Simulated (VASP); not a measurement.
# Ba: surface energy and work function by face

Aim: compare the low-index faces of Ba at one level of theory.

Calculated with VASP 6.6.1; PBEsol; plane waves and PAW (Ba_sv).

### 1. The structure

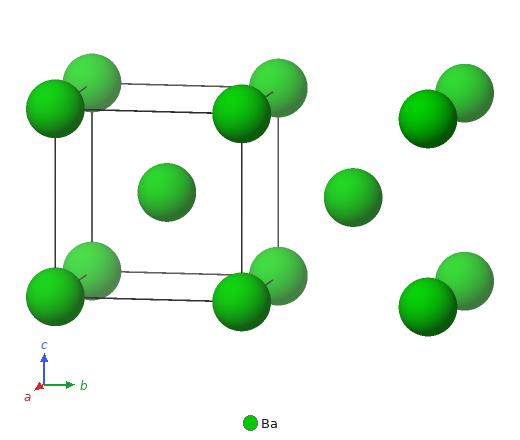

The starting structure, seen slightly off an axis (barium green). 1×2×1 cells are drawn. This picture shows the conventional cell, with its axes. Some periodic images of atoms are drawn too.

Coordinates:

```xyz
1
Lattice="-2.5100 2.5100 2.5100 2.5100 -2.5100 2.5100 2.5100 2.5100 -2.5100" Properties=species:S:1:pos:R:3 pbc="T T T"
Ba    0.0000    0.0000    0.0000
```

### 2. The bulk reference, job relaxation, k-mesh 11×11×11

The bulk crystal is relaxed first, so that the slabs are cut at this functional's lattice.

INCAR

```
SYSTEM = Ba
PREC = Accurate
ENCUT = 420
EDIFF = 1E-06
NELM = 120
ISMEAR = 1
SIGMA = 0.15
LREAL = .FALSE.
ALGO = Normal
GGA = PS
NBANDS = 11
LORBIT = 11
LWAVE = .FALSE.
LCHARG = .FALSE.
KPAR = 4
IBRION = 2
NSW = 30
ISIF = 3
EDIFFG = -0.01
POTIM = 0.4
```

POSCAR

```
Ba
1.0
   -2.5100000000      2.5100000000      2.5100000000
    2.5100000000     -2.5100000000      2.5100000000
    2.5100000000      2.5100000000     -2.5100000000
Ba
1
Direct
    0.0000000000      0.0000000000      0.0000000000
```

KPOINTS

```
Automatic mesh
0
Gamma
11 11 11
0 0 0
```

Potentials, in the order of the species: Ba_sv (PBE family, release 64).

The run is started by

```bash
> mpirun -np 4 vasp_std
```

Output:

```text
[banner, memory and clock lines left out]
running    4 mpi-ranks, on    1 nodes
 distrk:  each k-point on    1 cores,    4 groups
 distr:  one band on    1 cores,    1 groups

 POSCAR found type information on POSCAR Ba
 POSCAR found :  1 types and       1 ions
|                                                                             |
|               ----> ADVICE to this user running VASP <----                  |
|                                                                             |
|     You enforced a specific xc type in the INCAR file but a different       |
|     [... a line on the potential file left out ...]
|     I HOPE YOU KNOW WHAT YOU ARE DOING!                                     |
|                                                                             |

 LDA part: xc-table for (Slater+PW92), standard interpolation
 POSCAR, INCAR and KPOINTS ok, starting setup
 FFT: planning ... GRIDC
 FFT: planning ... GRID_SOFT
 FFT: planning ... GRID
 WAVECAR not read
 entering main loop
       N       E                     dE             d eps       ncg     rms          rms(c)
DAV:   1     0.480405354301E+02    0.48041E+02   -0.38041E+03  1232   0.631E+02
DAV:   2     0.553693689924E-01   -0.47985E+02   -0.46767E+02  1502   0.129E+02
DAV:   3    -0.207987907651E+01   -0.21352E+01   -0.21224E+01  1560   0.275E+01
DAV:   4    -0.213884555967E+01   -0.58966E-01   -0.58886E-01  1589   0.439E+00
DAV:   5    -0.214104799789E+01   -0.22024E-02   -0.22024E-02  1648   0.663E-01    0.157E+00
DAV:   6    -0.214043461628E+01    0.61338E-03   -0.32315E-03  1533   0.512E-01    0.927E-01
DAV:   7    -0.214018784526E+01    0.24677E-03   -0.51972E-03  1454   0.686E-01    0.400E-02
DAV:   8    -0.214028449545E+01   -0.96650E-04   -0.28534E-04  1953   0.889E-02    0.210E-02
DAV:   9    -0.214028843901E+01   -0.39436E-05   -0.37887E-06  1466   0.182E-02    0.538E-03
DAV:  10    -0.214028889433E+01   -0.45532E-06   -0.20528E-06  1455   0.918E-03
   1 F= -.21402889E+01 E0= -.21412273E+01  d E =-.214029E+01
 curvature:   0.00 expect dE= 0.000E+00 dE for cont linesearch  0.000E+00
 trial: gam= 0.00000 g(F)=  0.385E-62 g(S)=  0.759E-02 ort = 0.000E+00 (trialstep = 0.100E+01)
 search vector abs. value=  0.759E-02
 bond charge predicted
       N       E                     dE             d eps       ncg     rms          rms(c)
DAV:   1    -0.219858854369E+01   -0.58300E-01   -0.14964E+00  1393   0.845E+00    0.100E+00
DAV:   2    -0.215800540984E+01    0.40583E-01   -0.80284E-02  1349   0.228E+00    0.480E-01
DAV:   3    -0.214578251356E+01    0.12223E-01   -0.71279E-02  1816   0.157E+00    0.165E-01
DAV:   4    -0.214592891502E+01   -0.14640E-03   -0.51982E-04  1382   0.187E-01    0.115E-01
DAV:   5    -0.214647387731E+01   -0.54496E-03   -0.18910E-04  1477   0.998E-02    0.718E-03
DAV:   6    -0.214647749477E+01   -0.36175E-05   -0.19454E-05  1545   0.187E-02    0.734E-03
DAV:   7    -0.214647789955E+01   -0.40478E-06   -0.72248E-07  1037   0.683E-03
   2 F= -.21464779E+01 E0= -.21475393E+01  d E =-.618901E-02
[...]
3 F= -.21501037E+01 E0= -.21512721E+01  d E =-.981477E-02
 curvature:  -1.29 expect dE=-0.432E-04 dE for cont linesearch -0.432E-04
 ZBRENT: extrapolating
 opt :   2.5416  next Energy=    -2.150145 (dE=-0.986E-02)
 bond charge predicted
       N       E                     dE             d eps       ncg     rms          rms(c)
DAV:   1    -0.215161223447E+01   -0.15084E-02   -0.41958E-02  1379   0.142E+00    0.169E-01
DAV:   2    -0.215046780977E+01    0.11444E-02   -0.23213E-03  1355   0.388E-01    0.808E-02
DAV:   3    -0.215011896666E+01    0.34884E-03   -0.20037E-03  1814   0.264E-01    0.285E-02
DAV:   4    -0.215012376878E+01   -0.48021E-05   -0.15015E-05  1388   0.318E-02    0.201E-02
DAV:   5    -0.215014335002E+01   -0.19581E-04   -0.57137E-06  1449   0.174E-02    0.146E-03
DAV:   6    -0.215014361011E+01   -0.26010E-06   -0.47619E-07   872   0.318E-03
   4 F= -.21501436E+01 E0= -.21513211E+01  d E =-.985472E-02
 curvature:  -1.24 expect dE=-0.253E-09 dE for cont linesearch -0.253E-09
 trial: gam=-0.00016 g(F)=  0.165E-61 g(S)=  0.204E-09 ort = 0.124E-05 (trialstep = 0.131E+01)
 search vector abs. value=  0.100E-09
 reached required accuracy - stopping structural energy minimisation
```

Wall time 21 s (4 MPI ranks of Intel Xeon Platinum 8488C (Sapphire Rapids), shared host); peak memory 0.72 GiB; 69 s of CPU time.

The logs omit lines about the potential files and the build; timing stands in the text.

Parts of OUTCAR (step 2):

```text
ion  position               nearest neighbor table
   1  0.000  0.000  0.000-

  LATTYP: Found a body centered cubic cell.
 ALAT       =     5.0200000000

 Subroutine GETGRP returns: Found 48 space group operations
 (whereof 48 operations were pure point group operations)

The static configuration has the point symmetry O_h .

 Found     56 irreducible k-points:

   k-points           NKPTS =     56   k-points in BZ     NKDIM =     56   number of bands    NBANDS=     11

   dimension x,y,z NGX =    30 NGY =   30 NGZ =   30
   dimension x,y,z NGXF=    60 NGYF=   60 NGZF=   60

   ENCUT  =  420.0 eV  30.87 Ry    5.56 a.u.   7.26  7.26  7.26*2*pi/ulx,y,z

   NELECT =      10.0000    total number of electrons

 k-points in reciprocal lattice and weights: Automatic mesh
   0.00000000  0.00000000  0.00000000       0.001
   0.09090909  0.00000000  0.00000000       0.009
   0.18181818  0.00000000  0.00000000       0.009
   0.27272727  0.00000000  0.00000000       0.009
   0.36363636  0.00000000  0.00000000       0.009
   0.45454545  0.00000000  0.00000000       0.009
   0.09090909  0.09090909  0.00000000       0.018
   0.18181818  0.09090909  0.00000000       0.036
   0.27272727  0.09090909 -0.00000000       0.036
[...]
-0.45454545 -0.45454545  0.36363636       0.006
  -0.45454545  0.45454545  0.45454545       0.005

 average (electrostatic) potential at core
       1 -38.9585

 E-fermi :   1.7443

 k-point     1 :       0.0000    0.0000    0.0000
  band No.  band energies     occupation
      1     -26.9615      2.00000
      2     -11.8454      2.00000
      3     -11.8454      2.00000
      4     -11.8454      2.00000
      5      -1.0241      2.00000
      6       3.6680     -0.00000
      7       3.6680     -0.00000
      8       3.6680     -0.00000
      9       5.2063      0.00000
     10       5.2063      0.00000
    ...

 k-point     2 :       0.0909    0.0000    0.0000
  band No.  band energies     occupation
      1     -26.9568      2.00000
      2     -11.8961      2.00000
      3     -11.8607      2.00000
      4     -11.8458      2.00000
      5      -0.8550      2.00000
      6       3.5303     -0.00000
      7       3.5935     -0.00000
      8       3.8408     -0.00000
      9       4.9858      0.00000
     10       5.1930      0.00000
    ...

 k-point     3 :       0.1818    0.0000    0.0000
  band No.  band energies     occupation
      1     -26.9441      2.00000
      2     -12.0281      2.00000
      3     -11.9012      2.00000
      4     -11.8469      2.00000
      5      -0.3937      2.00000
      6       3.2113     -0.00000
      7       3.2790     -0.00000
      8       4.3488     -0.00000
      9       4.8347      0.00000
     10       5.1980      0.00000
    ...

  Total       -0.0000420     -0.0000420     -0.0000420      0.0000000      0.0000000     -0.0000000
  in kB       -0.0011472     -0.0011472     -0.0011472      0.0000000      0.0000000     -0.0000000
  external PRESSURE =      -0.0011472 kB  Pullay stress =       0.0000000 kB

  energy-cutoff  :      420.00
  volume of cell :       58.61
      direct lattice vectors                 reciprocal lattice vectors
    -2.446968678  2.446968678  2.446968678     0.000000000  0.204334450  0.204334450
     2.446968678 -2.446968678  2.446968678     0.204334450  0.000000000  0.204334450
     2.446968678  2.446968678 -2.446968678     0.204334450  0.204334450  0.000000000

 POSITION                                       TOTAL-FORCE (eV/Angst)
 -----------------------------------------------------------------------------------
      2.44697      2.44697     -2.44697        -0.000000      0.000000     -0.000000
 -----------------------------------------------------------------------------------
    total drift:                                0.000000      0.000000     -0.000000

  FREE ENERGIE OF THE ION-ELECTRON SYSTEM (eV)
  ---------------------------------------------------
  free  energy   TOTEN  =        -2.1501436101 eV

  energy  without entropy=       -2.1536760452  energy(sigma->0) =       -2.15132109

 reached required accuracy - stopping structural energy minimisation

 total charge
# of ion       s       p       d       tot
------------------------------------------
    1        2.071   5.532   0.300   7.903

[... 3 further parts left out ...]
```

CONTCAR:

```
Ba
   1.00000000000000
    -2.4469686781066740    2.4469686781066740    2.4469686781066740
     2.4469686781066740   -2.4469686781066740    2.4469686781066740
     2.4469686781066740    2.4469686781066740   -2.4469686781066740
  Ba
     1
Direct
     0.0000000000000000    0.0000000000000000    1.0000000000000000
```

The k-mesh is coarse for a metal. Harder data sets than Ba_sv exist (the GW ones), and pressures, volumes and forces can shift noticeably with them. The PAW data sets were made with PBE, which is usual practice but a small mismatch for other functionals. The run keeps the 48 symmetry operations of its start, so it cannot find a distortion of lower symmetry.

The steps of the relaxation:

```tsv
step	energy less that of the first step (eV)	largest force (eV/Å)	pressure (GPa)	volume (Å³)
1	0.0000	0.0000	-0.65	63.25
2	-0.0062	0.0000	-0.41	61.40
3	-0.0098	0.0000	-0.05	58.90
4	-0.0099	0.0000	0.00	58.61
```

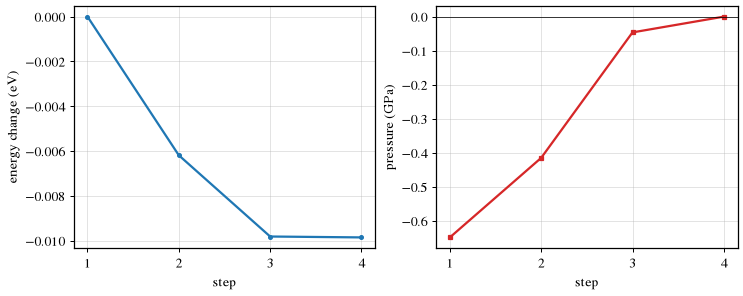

Energy and pressure along the relaxation.

```tsv
conventional cell, symmetrised	before	after	change
a (Å)	5.020	4.894	-2.5 %
b (Å)	5.020	4.894	-2.5 %
c (Å)	5.020	4.894	-2.5 %
volume (Å³/atom)	63.25	58.61	-7.3 %
```

Final coordinates:

```xyz
1
Lattice="-2.4470 2.4470 2.4470 2.4470 -2.4470 2.4470 2.4470 2.4470 -2.4470" Properties=species:S:1:pos:R:3 pbc="T T T"
Ba    0.0000    0.0000    0.0000
```

Numbers from this step:

```
electronic cycles       : 32
electrons               : 10
free energy (TOTEN)     : -2.150 eV
energy at zero smearing : -2.151 eV
Fermi energy            : 1.744 eV
metallic                : yes
```

The run ended after 4 ionic steps, 0.010 eV below its first step, once forces and stress met EDIFFG = -0.01.

Energy at zero smearing: -2.15132 eV.

### 3. The bulk reference, job self-consistent run, k-mesh 13×13×13

INCAR

```
SYSTEM = Ba
PREC = Normal
ENCUT = 320
EDIFF = 1E-06
NELM = 120
ISMEAR = 1
SIGMA = 0.15
LREAL = .FALSE.
ALGO = Fast
GGA = PS
NBANDS = 11
LORBIT = 11
LWAVE = .FALSE.
LCHARG = .FALSE.
KPAR = 4
```

POSCAR

```
Ba
1.0
   -2.4469686781      2.4469686781      2.4469686781
    2.4469686781     -2.4469686781      2.4469686781
    2.4469686781      2.4469686781     -2.4469686781
Ba
1
Direct
    0.0000000000      0.0000000000      0.0000000000
```

KPOINTS

```
Automatic mesh
0
Gamma
13 13 13
0 0 0
```

The run is started by

```bash
> mpirun -np 4 vasp_std
```

Output:

```text
[banner, memory and clock lines left out]
running    4 mpi-ranks, on    1 nodes
 distrk:  each k-point on    1 cores,    4 groups
 distr:  one band on    1 cores,    1 groups

 POSCAR found type information on POSCAR Ba
 POSCAR found :  1 types and       1 ions
 [... a notice as in an earlier step ...]

 LDA part: xc-table for (Slater+PW92), standard interpolation
 POSCAR, INCAR and KPOINTS ok, starting setup
 FFT: planning ... GRIDC
 FFT: planning ... GRID_SOFT
 FFT: planning ... GRID
 WAVECAR not read
 entering main loop
       N       E                     dE             d eps       ncg     rms          rms(c)
DAV:   1     0.385754947492E+02    0.38575E+02   -0.32904E+03  1872   0.510E+02
DAV:   2    -0.518760513624E+00   -0.39094E+02   -0.38030E+02  2217   0.117E+02
DAV:   3    -0.211130098305E+01   -0.15925E+01   -0.15805E+01  2402   0.228E+01
DAV:   4    -0.215059170377E+01   -0.39291E-01   -0.39247E-01  2293   0.351E+00
DAV:   5    -0.215193967562E+01   -0.13480E-02   -0.13478E-02  2499   0.495E-01    0.175E+00
RMM:   6    -0.214994116700E+01    0.19985E-02   -0.30394E-03  2011   0.535E-01    0.104E+00
RMM:   7    -0.214883600078E+01    0.11052E-02   -0.75337E-03  2267   0.819E-01    0.371E-02
RMM:   8    -0.214910610829E+01   -0.27011E-03   -0.16886E-03  2636   0.195E-01    0.222E-02
RMM:   9    -0.214912454299E+01   -0.18435E-04   -0.14599E-04  2712   0.505E-02    0.164E-02
RMM:  10    -0.214912726697E+01   -0.27240E-05   -0.23572E-05  2737   0.262E-02    0.300E-03
RMM:  11    -0.214912749229E+01   -0.22532E-06   -0.41940E-06  2170   0.788E-03
   1 F= -.21491275E+01 E0= -.21489336E+01  d E =-.581649E-03
```

Wall time 4.6 s (4 MPI ranks); peak memory 0.52 GiB; 14 s of CPU time.

Parts of OUTCAR (step 3):

```text
  LATTYP: Found a body centered cubic cell.
 ALAT       =     4.8939373562

The static configuration has the point symmetry O_h .

 Found     84 irreducible k-points:

   k-points           NKPTS =     84   k-points in BZ     NKDIM =     84   number of bands    NBANDS=     11

   dimension x,y,z NGX =    20 NGY =   20 NGZ =   20
   dimension x,y,z NGXF=    40 NGYF=   40 NGZF=   40

   ENCUT  =  320.0 eV  23.52 Ry    4.85 a.u.   6.18  6.18  6.18*2*pi/ulx,y,z

   NELECT =      10.0000    total number of electrons

 E-fermi :   1.7547

 k-point     1 :       0.0000    0.0000    0.0000
  band No.  band energies     occupation
      1     -26.9614      2.00000
      2     -11.8455      2.00000
      3     -11.8455      2.00000
      4     -11.8455      2.00000
      5      -1.0239      2.00000
      6       3.6685     -0.00000
      7       3.6685     -0.00000
      8       3.6685     -0.00000
      9       5.2064      0.00000
     10       5.2064      0.00000
    ...

 k-point     2 :       0.0769    0.0000    0.0000
  band No.  band energies     occupation
      1     -26.9580      2.00000
      2     -11.8821      2.00000
      3     -11.8565      2.00000
      4     -11.8457      2.00000
      5      -0.9020      2.00000
      6       3.5679     -0.00000
      7       3.6182     -0.00000
      8       3.7925     -0.00000
      9       5.0340      0.00000
     10       5.1959      0.00000
    ...

  Total        0.0044602      0.0044602      0.0044602      0.0000000      0.0000000      0.0000000
  in kB        0.1219328      0.1219328      0.1219328      0.0000000      0.0000000      0.0000000
  external PRESSURE =       0.1219328 kB  Pullay stress =       0.0000000 kB

  energy-cutoff  :      320.00
  volume of cell :       58.61
      direct lattice vectors                 reciprocal lattice vectors
    -2.446968678  2.446968678  2.446968678     0.000000000  0.204334450  0.204334450
     2.446968678 -2.446968678  2.446968678     0.204334450  0.000000000  0.204334450
     2.446968678  2.446968678 -2.446968678     0.204334450  0.204334450  0.000000000

 POSITION                                       TOTAL-FORCE (eV/Angst)
 -----------------------------------------------------------------------------------
      0.00000      0.00000      0.00000         0.000000      0.000000     -0.000000
 -----------------------------------------------------------------------------------
    total drift:                                0.000000      0.000000      0.000000

  FREE ENERGIE OF THE ION-ELECTRON SYSTEM (eV)
  ---------------------------------------------------
  free  energy   TOTEN  =        -2.1491274923 eV

  energy  without entropy=       -2.1485458435  energy(sigma->0) =       -2.14893361

[... 3 parts as in an earlier step ...]

[... 6 further parts left out ...]
```

This step gave:

```
electronic cycles       : 11
free energy (TOTEN)     : -2.149 eV
energy at zero smearing : -2.149 eV
Fermi energy            : 1.755 eV
```

Energy at zero smearing: -2.14893 eV.

The run ends at a pressure of 0.01 GPa.

(Part 1 of 6 ends here.)

[Lines on the potential files, build, host, timing and source positions are cut from VASP's logs without a mark.]

[Logs are printed without paths, hosts, clocks, repeated set-up lines and the standing remarks that a program may print on its own settings, such as how far it seeks lower states.]

[Hosts, paths, dates, database ids (printed as entryN), source tags and the programs' standing remarks are cut or masked in the printed files.]

[Runs that stopped without an error message from VASP are left out.]
